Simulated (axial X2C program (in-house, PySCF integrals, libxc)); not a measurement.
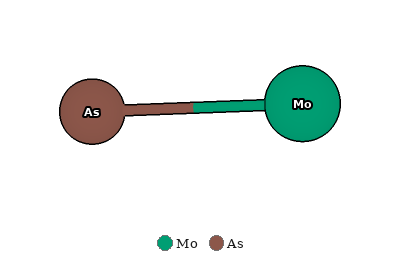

Figure 1. The molecule at the reference distance of 2.288 Å.

# Run report: MoAs, relativistic diatomic calculation

MoAs, single determinant with Ω = 3/2. Computed at this level: PBE0, two-component X2C with atomic mean-field Coulomb and Gaunt terms, Mo dyall-cv3z, As dyall-cv3z (cores contracted) (axial X2C program (in-house, PySCF integrals, libxc)).

### Summary

| quantity | value |
| --- | --- |
| outcome | converged |
| bond length rₑ | 2.278 Å |
| ωₑ | 276.4 cm⁻¹ |
| energy at the minimum | −6306.34944 hartree |
| depth below the fragments | 2.40 eV |
| hardware | 1 thread of Arm Neoverse V2, 112 GiB of memory available, shared host |
| wall time | 15 s |
| peak memory | 0.81 GiB |

### The input
```
{"zs": [42, 33], "q": 0, "bas": ["dyall-cv3z", "dyall-cv3z"], "levels": ["PBE0", "HF", "B97-3"], "cc": true, "r0": 2.59, "thr": -1.0, "nmax": 90, "npts": 10, "nst": 2, "ntry": 6}
```

The line is the task of a batch: nuclear charges, charge, bases, the levels to run, a first guess of the distance and further settings. This report covers PBE0 with spin-orbit coupling. The log is that of the reference distance 2.288 Å, started from orbitals converged before.

Launched within a batch (the task file carries these settings):
```bash
python <driver script> task.json out
```

### The program's output
```
two-component X2C + atomic mean field  PBE0
basis functions 257  fitting functions 1271  grid points 5801
iter        total energy     max residual
   1      -6306.349414488     6.34e-06
   2      -6306.349414483     1.46e-05
   3      -6306.349414491     4.52e-06
   4      -6306.349414491     9.02e-07
converged
one-electron -9366.35778302  Coulomb 2950.73767677  exact exchange -51.28767324  xc functional -157.29725724  nuclear repulsion 320.55927200  atomic mean-field constant -2.70364975
```

### The points of the curve

```
R (Å)   E (hartree)  dipole (D; origin at the first atom, positive when the second is positive)  highest filled (eV)  lowest empty (eV)
1.991  −6306.316895                                                                       −2.88                −5.49              −2.20
2.082  −6306.337052                                                                       −3.10                −5.58              −2.33
2.151  −6306.344907                                                                       −3.23                −5.63              −2.40
2.219  −6306.348601                                                                       −3.32                −5.67              −2.45
2.288  −6306.349414                                                                       −3.39                −5.71              −2.47
2.368  −6306.347917                                                                       −3.44                −5.73              −2.48
2.448  −6306.344688                                                                       −3.47                −5.75              −2.48
2.551  −6306.339018                                                                       −3.47                −5.76              −2.47
2.677  −6306.330895                                                                       −3.43                −5.76              −2.44
2.860  −6306.318524                                                                       −3.33                −5.74              −2.40
```

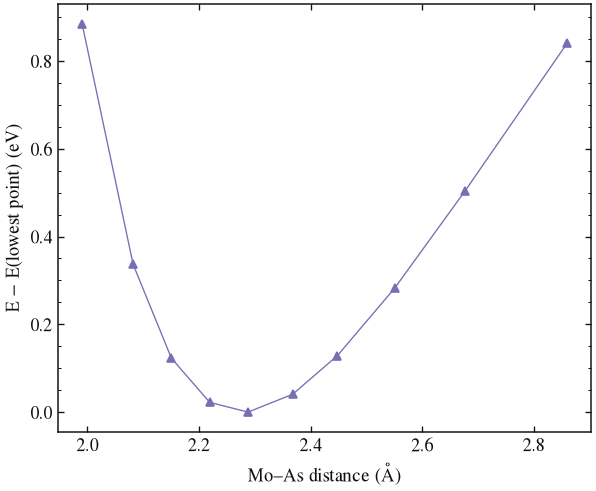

Figure 2. Energy at 10 bond lengths, for one set of occupations held fixed; the line joins the points. A polynomial of degree 6 through 9 points gives rₑ = 2.278 Å, ωₑ = 276.4 cm⁻¹, ωₑxₑ = 1.1 cm⁻¹ and Bₑ = 0.07655 cm⁻¹. The minimum lies 2.40 eV below Mo + As, each computed as one determinant at the same level.

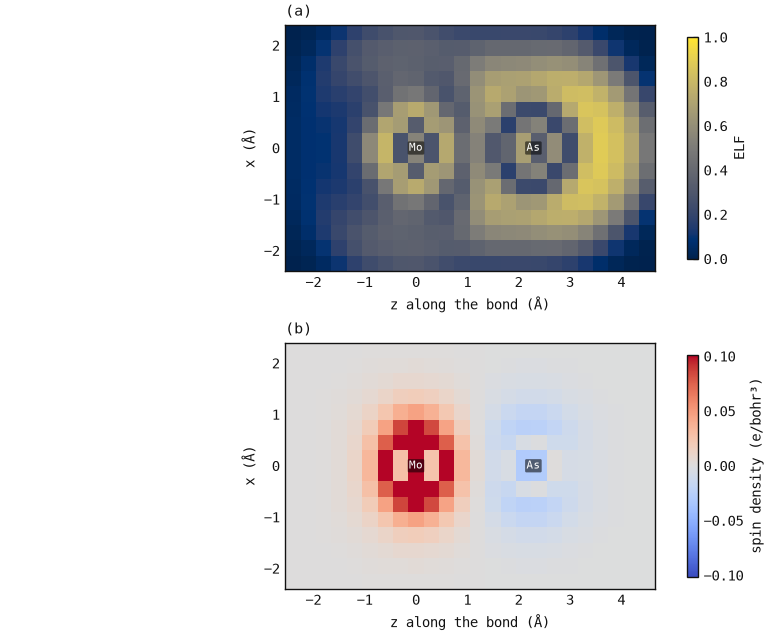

Figure 3. (a) electron localisation function; (b) spin density, in a plane that holds the axis, at 2.29 Å, on points 0.3 Å apart (one half computed, the other mirrored); the structure near the nuclei is finer than these points.

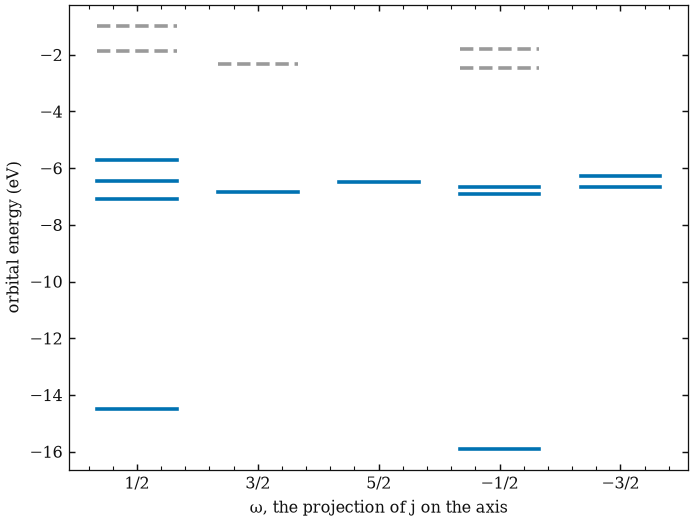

Figure 4. Orbital energies near the frontier at 2.29 Å, filled (solid) and empty (dashed). The highest filled spinor (1/2; 57 % Mo s, 25 % As p) lies at −5.71 eV, the lowest empty one (−1/2; 46 % As p, 34 % Mo p) at −2.47 eV.
